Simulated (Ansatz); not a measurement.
## What x(Sr) = 0.75, 4 atoms, P4/mmm does to Ba

Start from Ba in the bcc (W type) structure (space group Im-3m, No. 229; a = 4.8817 Å).

The other end (x = 1) is Sr in the bcc (W type) structure (space group Im-3m, No. 229; a model cell): 51.09 Å³/atom, gap zero; this end may not be an ambient phase.

The change: a fraction x = 0.75 of the Ba sites is given to Sr, ordered in a cell of 4 atoms (starting symmetry P4/mmm) and fully relaxed.

Method: Ansatz (an electronic-structure program) PBEsol, without spin-orbit coupling, earlier PAW set. k-mesh 7×7×10 (Γ-centred); smearing 0.05 eV (Fermi–Dirac), for the changed cell.

| quantity | base | changed | shift |
|---|---|---|---|
| volume per atom | 58.17 Å³ | 52.80 Å³ | -5.362 Å³ |
| density | 3.92 g/cm³ | 3.15 g/cm³ | -0.77 g/cm³ |
| shortest interatomic distance | 7.989 bohr | 7.736 bohr | -0.253 bohr |
| band gap | zero | zero | – |
| mixing energy (to 0.01 eV only: unlike meshes or grids) | – | 0.00 eV/atom | – |
| deviation of the volume from the linear (Vegard-type) interpolation | – | -0.1 % | – |

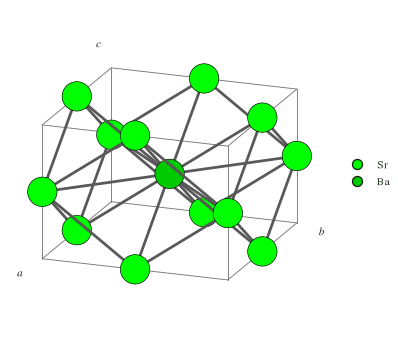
Figure: The relaxed conventional cell after the change

These are small ordered cells, not random alloys; other orderings at the same x differ. Whether these cells are dynamically stable was not tested. This is not the structure that Sr has at room temperature and ambient pressure.
